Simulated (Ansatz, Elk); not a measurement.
## Na5Y: X-ray structure factors from the self-consistent density

Structure refinements treat a crystal as free atoms side by side. For a made-up structure of Na5Y (cell and positions from a r2SCAN relaxation) the runs below show what the calculated density changes in F(hkl).

Program: Elk 11.2.3 (patched build). Level of theory: DFT, PBE, all-electron APW+lo, Dirac cores, scalar-relativistic bands, static density, no spin. Results are calculated unless marked as measured.

The structure was built from a prototype and need not be the compound's stable phase.

## Step 1: The structure

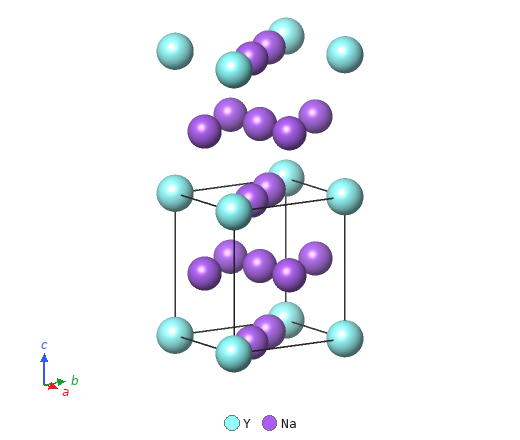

The starting structure, seen slightly off an axis (yttrium teal, sodium purple). 1×1×2 cells are drawn. Some periodic images of atoms are drawn too.

## Step 2: Ground state and structure factors

An all-electron density is needed, since X-rays see the cores too. Task 0 finds the density and task 195 Fourier-transforms it; tshift is off so that phases refer to the origin typed.

Contents of elk.in:

```
tasks
  0
  195

xctype
  20

spinpol
  .false.

rgkmax
  7.0

gmaxvr
  14.0

lmaxo
  7

lmaxapw
  8

swidth
  0.002

tshift
  .false.

ramdisk
  .false.

hmaxvr
  5.5

maxscl
  120

epspot
  1e-06

sppath
  './'

avec
  12.58324064749 0.00000000000 0.00000000000
  -6.29162032374 10.89740606266 0.00000000000
  0.00000000000 0.00000000000 10.43532155027

atoms
  2
  'Y.in'
  1
  0.0000000000 0.0000000000 0.0000000000   0.000000 0.000000 0.000000
  'Na.in'
  5
  0.6666666667 0.3333333333 0.0000000000   0.000000 0.000000 0.000000
  0.3333333333 0.6666666667 0.0000000000   0.000000 0.000000 0.000000
  0.0000000000 0.5000000000 0.5000000000   0.000000 0.000000 0.000000
  0.5000000000 0.5000000000 0.5000000000   0.000000 0.000000 0.000000
  0.5000000000 0.0000000000 0.5000000000   0.000000 0.000000 0.000000

ngridk
  4 4 4
```

Run with:

```bash
$ OMP_NUM_THREADS=4 elk
```

Numbers of over 12 decimals in the logs are rounded to 6 here.

What it wrote:

```text
┌─────────────────────────┐
│ Elk code version 11.2.3 │
└─────────────────────────┘

All units are atomic (Hartree, Bohr, etc.)

┌─────────────────────────────────────────────────┐
│ Ground-state run starting from atomic densities │
└─────────────────────────────────────────────────┘

Lattice vectors :
   12.58324065       0.000000000       0.000000000
  -6.291620324       10.89740606       0.000000000
   0.000000000       0.000000000       10.43532155

Reciprocal lattice vectors :
  0.4993296626      0.2882881151      -0.000000000
   0.000000000      0.5765762303       0.000000000
   0.000000000      -0.000000000      0.6021074939

Unit cell volume      :    1430.940159
Brillouin zone volume :   0.1733477196

Muffin-tin inner radius fraction :   0.1000000000E-01

Nuclei treated as point charges

Species : 1 (Y)
 parameters loaded from : Y.in
 name : yttrium
 nuclear charge    :   -39.00000000
 electronic charge :    39.00000000
 atomic mass :    162065.4503
 muffin-tin radius :    2.600000000
 number of radial points in muffin-tin :   1193
 inner part over the whole radius :   0.9871815862E-02
 number on inner part of muffin-tin    :    847
 approximate nuclear radius :   0.8135895711E-04
 number of mesh points to nuclear radius :    416
 atomic positions (lattice), magnetic fields (Cartesian) :
  1 :   0.00000000  0.00000000  0.00000000    0.00000000  0.00000000  0.00000000

Species : 2 (Na)
 parameters loaded from : Na.in
 name : sodium
 nuclear charge    :   -11.00000000
 electronic charge :    11.00000000
 atomic mass :    41907.78703
 muffin-tin radius :    2.200000000
 number of radial points in muffin-tin :    793
 inner part over the whole radius :   0.9883648912E-02
 number on inner part of muffin-tin    :    551
 approximate nuclear radius :   0.5574345702E-04
 number of mesh points to nuclear radius :    238
 atomic positions (lattice), magnetic fields (Cartesian) :
  1 :  -0.33333333  0.33333333  0.00000000    0.00000000  0.00000000  0.00000000
  2 :   0.33333333 -0.33333333  0.00000000    0.00000000  0.00000000  0.00000000
  3 :   0.00000000  0.50000000  0.50000000    0.00000000  0.00000000  0.00000000
  4 :   0.50000000  0.50000000  0.50000000    0.00000000  0.00000000  0.00000000
  5 :   0.50000000  0.00000000  0.50000000    0.00000000  0.00000000  0.00000000

Total number of atoms per unit cell :    6
Total muffin-tin volume :    296.6333671
 ratio of muffin-tin to unit cell volume :   0.2072996312

Spin treatment :
 spin-unpolarised

Number of Bravais lattice symmetries :   24
Number of crystal symmetries         :   24
Crystal has inversion symmetry
Real symmetric eigensolver will be used

k-point grid :      4     4     4
k-point offset :    0.000000000       0.000000000       0.000000000
k-point set is reduced with full crystal symmetry group
Total number of k-points :       12

Muffin-tin radius times maximum |G+k| :    7.000000000
 using average radius
Maximum |G+k| for APW functions       :    3.088235294
Maximum (1/2)|G+k|²                   :    4.768598616
Maximum |G| for potential and density :    14.00000000
Constant for pseudocharge density :    9
 order of it for each species :   16  16
 order of it for pair densities of each species (exact exchange by exxq0 0: 17) :   13   9
Radial integration step length :    1

G-vector grid sizes :     60    60    48
Number of G-vectors :    66311

Maximum angular momentum used for
 APW functions            :    8
 outer part of muffin-tin :    7
 inner part of muffin-tin :    2

Total nuclear charge    :   -94.00000000
Total core charge       :    38.00000000
Total valence charge    :    56.00000000
Total excess charge     :    0.000000000
Total electronic charge :    94.00000000

Effective Wigner radius, rₛ :    1.537452368

Number of empty states         :     24
Total number of valence states :     53
Total number of core states    :     38

Third-order local-orbitals added for an l without core states : T
Total number of local-orbitals :     68

[...]
electron-nuclear            :     -9302.5483667904
 Hartree                     :      1400.3314429545
 Madelung                    :     -5067.6815226974
 xc potential                :     -232.09790316955
 exchange                    :     -177.44228484953
 correlation                 :     -3.920152
 electron entropic           :    -0.20487492724267E-02
 total energy                :     -4198.4095002572

Density of states at Fermi energy :    163.5985074
 (states/Hartree/unit cell)

Estimated indirect band gap :   0.2448930335E-02
 from k-point 7 to k-point 6
Estimated direct band gap   :   0.5579374267E-02
 at k-point 7

Charges :
 core                        :    38.00000000
 valence                     :    56.00000000
 interstitial                :    7.318427661
 muffin-tins (core leakage)
  species : 1 (Y)
[...]
species : 2 (Na)
[...]
total in muffin-tins        :    86.68157234
 total calculated charge     :    93.99999278
 total charge                :    94.00000000
 error                       :   0.7222805564E-05

RMS change in Kohn-Sham potential (target) :   0.7659937783     (  0.1000000000E-05)
Absolute change in total energy (target)   :   0.4394065860     (  0.1000000000E-03)

[... loops 3 to 13 left out ...]

┌──────────────────┐
│ Loop number : 14 │
└──────────────────┘

Energies :
 Fermi                       :     0.47060003550340E-01
 sum of occupied eigenvalues :     -2434.4525135202
 electron kinetic            :      4305.2334300671
 core electron kinetic       :      3999.8978442456
 Coulomb                     :     -8321.6250238660
 Coulomb potential           :     -6504.3327358644
 nuclear-nuclear             :     -419.47272365228
 electron-nuclear            :     -9306.1101364334
 Hartree                     :      1403.9578362196
 Madelung                    :     -5069.4586559338
 xc potential                :     -235.35320772290
 exchange                    :     -177.49615162449
 correlation                 :     -3.921344
 electron entropic           :    -0.26456934784840E-02
 total energy                :     -4197.8117347100

Density of states at Fermi energy :    210.3288273
 (states/Hartree/unit cell)

Estimated indirect band gap :   0.1212479074E-02
 from k-point 6 to k-point 7
Estimated direct band gap   :   0.2193834279E-02
 at k-point 6

Charges :
 core                        :    38.00000000
 valence                     :    56.00000000
 interstitial                :    7.119001511
 muffin-tins (core leakage)
  species : 1 (Y)
[...]
species : 2 (Na)
[...]
total in muffin-tins        :    86.88099849
 total calculated charge     :    93.99999242
 total charge                :    94.00000000
 error                       :   0.7581685225E-05

RMS change in Kohn-Sham potential (target) :   0.6855416930E-06 (  0.1000000000E-05)
Absolute change in total energy (target)   :   0.3370176728E-04 (  0.1000000000E-03)

Convergence targets achieved

┌──────────────────┐
│ Loop number : 15 │
└──────────────────┘

Energies :
 Fermi                       :     0.47060034222389E-01
 sum of occupied eigenvalues :     -2434.4525193972
 electron kinetic            :      4305.2334434232
 core electron kinetic       :      3999.8978491680
 Coulomb                     :     -8321.6250421533
 Coulomb potential           :     -6504.3327220021
 nuclear-nuclear             :     -419.47272365228
 electron-nuclear            :     -9306.1101864460
 Hartree                     :      1403.9578679450
 Madelung                    :     -5069.4586811522
 xc potential                :     -235.35324081828
 exchange                    :     -177.49615266931
 correlation                 :     -3.921344
 electron entropic           :    -0.26456988368244E-02
 total energy                :     -4197.8117407057

Density of states at Fermi energy :    210.3292997
 (states/Hartree/unit cell)

Estimated indirect band gap :   0.1212474564E-02
 from k-point 6 to k-point 7
Estimated direct band gap   :   0.2193820908E-02
 at k-point 6

Charges :
 core                        :    38.00000000
 valence                     :    56.00000000
 interstitial                :    7.119000188
 muffin-tins (core leakage)
  species : 1 (Y)
[...]
species : 2 (Na)
[...]
atom 3                    :    10.06172261     ( -0.9715865268E-07)
   atom 4                    :    10.06172261     ( -0.9715865268E-07)
   atom 5                    :    10.06172261     ( -0.9715865268E-07)
 total in muffin-tins        :    86.88099981
 total calculated charge     :    93.99999242
 total charge                :    94.00000000
 error                       :   0.7581651914E-05

┌──────────────────────────────┐
│ Self-consistent loop stopped │
└──────────────────────────────┘

Wrote STATE.OUT
```

It took 47 s on 4 threads of Arm Neoverse V1, shared host; peak memory 0.29 GiB.

SFACRHO.OUT:

```text

h k l indices transformed by vhmat matrix:
   1.000000000       0.000000000       0.000000000    
   0.000000000       1.000000000       0.000000000    
   0.000000000       0.000000000       1.000000000    

      h      k      l  multipl.   |H|            Re(F)            Im(F)           |F|

      0      0      0      1   0.0000000       94.000000      0.27394589E-16   94.000000    
     -1      0      0      6  0.57657623       16.020594     -0.40741346E-14   16.020594    
      0      0      1      2  0.60210749       25.990015     -0.90041939E-14   25.990015    
      0      1     -1     12  0.83365076       33.966330     -0.44220668E-15   33.966330    
      1     -2      0      6  0.99865933       41.710488     -0.13128608E-14   41.710488    
     -2      0      0      6   1.1531525       49.042727      0.81044116E-15   49.042727    
      2     -1      1     12   1.1661277       57.532578      0.72101455E-14   57.532578    
      0      0     -2      2   1.2042150       74.237672     -0.16108658E-13   74.237672    
      0      2      1     12   1.3008820      -2.5826910      0.72943399E-14   2.5826910    
     -1      1      2     12   1.3351307       14.099778     -0.54332695E-14   14.099778    
     -3      2      0     12   1.5254773       13.608818     -0.20052818E-13   13.608818    
      2     -1      2     12   1.5644341       36.960789     -0.27075680E-13   36.960789    
     -3      2     -1     24   1.6400044       28.662059      0.10266542E-13   28.662059    
     -2      2     -2     12   1.6673015       43.661855     -0.26665489E-13   43.661855    
      0      3      0      6   1.7297287       35.529703      0.24782098E-13   35.529703    
      0      0      3      2   1.8063225       20.395003     -0.30556186E-13   20.395003    
      3      0      1     12   1.8315280       49.115687     -0.28485920E-13   49.115687    
     -1      1      3     12   1.8961121       27.121365      0.24696768E-14   27.121365
```

Elk indexes on the primitive cell of elk.in and gives |H| = 4π sin θ/λ in inverse bohr. Below, one row stands for each form hkl of the conventional cell (m members, Friedel mates merged), F is for one primitive cell and the density is static (no thermal factor). Free-atom factors are Waasmaier and Kirfel's, and R is Σm||F|−|F'||/Σm|F|.

```
hkl   m  sin θ/λ (Å⁻¹)  abs F, DFT  neutral atoms   diff.
100   6          0.087      16.021         16.105  -0.085
001   2          0.090      25.990         25.944  +0.046
101  12          0.125      33.966         34.070  -0.104
110   6          0.150      41.711         41.896  -0.186
200   6          0.173      49.043         49.225  -0.182
111  12          0.175      57.533         57.763  -0.230
002   2          0.181      74.238         74.474  -0.237
201  12          0.196       2.583          2.768  -0.186
102  12          0.201      14.100         13.951  +0.149
210  12          0.229      13.609         13.529  +0.080
112  12          0.235      36.961         36.966  -0.005
211  24          0.247      28.662         28.647  +0.015
202  12          0.251      43.662         43.701  -0.039
300   6          0.260      35.530         35.559  -0.030
```

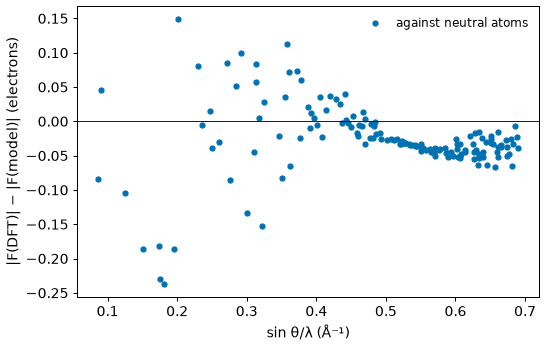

Difference between the calculated structure factors and the independent-atom ones.

## Step 3: The highest occupied states alone

An energy window below the Fermi level keeps the highest occupied states, to see at which angles they scatter; shallow core shells can lie inside it and anion s states outside. No new self-consistency is needed.

elk.in, as its differences from that of step 2:

```diff
@@ -1,3 +1,2 @@
 tasks
-  0
   195
@@ -40,2 +39,5 @@
 
+wsfac
+  -0.320430 0.347060
+
 sppath
```

Run with:

```bash
$ OMP_NUM_THREADS=4 elk
```

What it wrote:

```text
┌─────────────────────────────────┐
│ Elk code version 11.2.3 started │
└─────────────────────────────────┘

Info(readinput): the functional depends on the density's gradient
 muffin-tin radial points multiplied by    2.00000
 (not where nrmtscf is given)

┌────────────────────┐
│ Current task : 195 │
└────────────────────┘

Info(sfacrho): density structure factors written to SFACRHO.OUT

 Energy window :  -0.3204300000      0.3470600000

┌──────────────────┐
│ Elk code stopped │
└──────────────────┘
```

Wall time 22 s (4 threads); peak memory 0.19 GiB; 23 s of CPU time.

States within 10 eV below the Fermi level hold 8.00 electrons; any levels below the window count with the cores. Their amplitudes can exceed the total, where window and core parts have opposite phase:

```
hkl  sin θ/λ (Å⁻¹)  abs F, window  abs F, all
100          0.087          0.538      16.021
001          0.090          0.942      25.990
101          0.125          0.414      33.966
110          0.150          0.093      41.711
200          0.173          0.039      49.043
111          0.175          0.077      57.533
002          0.181          0.082      74.238
201          0.196          0.195       2.583
102          0.201          0.174      14.100
210          0.229          0.062      13.609
```

## Step 4: Another functional

The difference from free atoms is small, so it is set against the change that LDA (Perdew-Wang) makes.

elk.in, as its differences from that of step 3:

```diff
@@ -1,2 +1,3 @@
 tasks
+  0
   195
@@ -4,3 +5,3 @@
 xctype
-  20
+  3
 
@@ -39,5 +40,2 @@
 
-wsfac
-  -0.320430 0.347060
-
 sppath
```

Run with:

```bash
$ OMP_NUM_THREADS=4 elk
```

What it wrote:

```text
┌─────────────────────────┐
│ Elk code version 11.2.3 │
└─────────────────────────┘

All units are atomic (Hartree, Bohr, etc.)

┌─────────────────────────────────────────────────┐
│ Ground-state run starting from atomic densities │
└─────────────────────────────────────────────────┘

Lattice vectors :
   12.58324065       0.000000000       0.000000000
  -6.291620324       10.89740606       0.000000000
   0.000000000       0.000000000       10.43532155

Reciprocal lattice vectors :
  0.4993296626      0.2882881151      -0.000000000
[...]
valence                     :    56.00000000
 interstitial                :    7.091443732
 muffin-tins (core leakage)
  species : 1 (Y)
[...]
species : 2 (Na)
[...]
atom 4                    :    10.06367122     ( -0.1555072447E-05)
   atom 5                    :    10.06367122     ( -0.1555072447E-05)
 total in muffin-tins        :    86.90855627
 total calculated charge     :    94.00000423
 total charge                :    94.00000000
 error                       :   0.4231475771E-05

┌──────────────────────────────┐
│ Self-consistent loop stopped │
└──────────────────────────────┘

Wrote STATE.OUT
[key lines of the parts left out:]
total energy                :     -4190.3909207127
```

It took 29 s on 4 threads; peak memory 0.28 GiB.

Against the first run R = 0.07 %; the largest change is -0.075 at 220.

## Step 5: A coarser k-mesh

About half the k-points along each axis test the sampling.

elk.in, as its differences from that of step 4:

```diff
@@ -5,3 +5,3 @@
 xctype
-  3
+  20
 
@@ -62,2 +62,2 @@
 ngridk
-  4 4 4
+  2 2 2
```

Run with:

```bash
$ OMP_NUM_THREADS=4 elk
```

What it wrote:

```text
┌─────────────────────────┐
│ Elk code version 11.2.3 │
└─────────────────────────┘

All units are atomic (Hartree, Bohr, etc.)

┌─────────────────────────────────────────────────┐
│ Ground-state run starting from atomic densities │
└─────────────────────────────────────────────────┘

Lattice vectors :
   12.58324065       0.000000000       0.000000000
  -6.291620324       10.89740606       0.000000000
   0.000000000       0.000000000       10.43532155

Reciprocal lattice vectors :
  0.4993296626      0.2882881151      -0.000000000
[...]
valence                     :    56.00000000
 interstitial                :    7.111523992
 muffin-tins (core leakage)
  species : 1 (Y)
[...]
species : 2 (Na)
[...]
atom 4                    :    10.06470466     ( -0.9715865623E-07)
   atom 5                    :    10.06470466     ( -0.9715865623E-07)
 total in muffin-tins        :    86.88847601
 total calculated charge     :    94.00000263
 total charge                :    94.00000000
 error                       :   0.2634720275E-05

┌──────────────────────────────┐
│ Self-consistent loop stopped │
└──────────────────────────────┘

Wrote STATE.OUT
[key lines of the parts left out:]
total energy                :     -4197.8149107261
```

The job ended after 36 s (4 threads; peak memory 0.28 GiB; 58 s of CPU time).

Against the first run R = 0.01 %; the largest change is -0.062 at 110.

## Step 6: Settings against the effect

```
              run  R against the first run (%)  R against neutral atoms, low angle (%)  wall time
    PBE, rgkmax 7                         0.00                                    0.32       47 s
LDA (Perdew-Wang)                         0.07                                    0.36       29 s
     k-mesh 2×2×2                         0.01                                    0.32       36 s
```

## Step 7: Outcome

```
R against neutral atoms, sin θ/λ < 0.3 Å⁻¹ : 0.32 %
R against neutral atoms, 0.3 to 0.69 Å⁻¹   : 0.18 %
```

Independent neutral atoms miss the calculated amplitudes by R = 0.32 % below 0.3 Å⁻¹ and 0.18 % from there to 0.69 Å⁻¹; by shells, 0.33 % below 0.15 Å⁻¹ (3 forms), 0.32 % 0.15 to 0.3 (15 forms), 0.16 % 0.3 to 0.45 (31 forms), 0.19 % above 0.45 (100 forms). Bonding, aspherical density and the tables' own atoms all enter these figures, and the runs don't part them. The largest change of an amplitude is -0.24 electrons, at 002. Weak lines can change much in proportion: 401 goes from 0.24 to 0.35. The window's part falls from 8.0 electrons at the origin to at most 0.11 between 0.45 and 0.69 Å⁻¹. Below 0.3 Å⁻¹ the changes that finished (LDA (Perdew-Wang) and k-mesh 2×2×2) move F by R = 0.06 % at most, against the 0.32 % that separates it from free atoms. A single amplitude moves by up to 0.07 electrons, against 0.24 for the largest difference from free atoms. The basis has no finished test. Part of the difference isn't bonding: the tables are fits to free atoms and ions calculated by other methods than this functional. Thermal motion, anomalous dispersion and extinction are left out.

[Logs are printed without paths, hosts, clocks, repeated set-up lines and the standing remarks that a program may print on its own settings, such as how far it seeks lower states.]

[Hosts, paths, dates, database ids (printed as entryN), source tags and the programs' standing remarks are cut or masked in the printed files.]
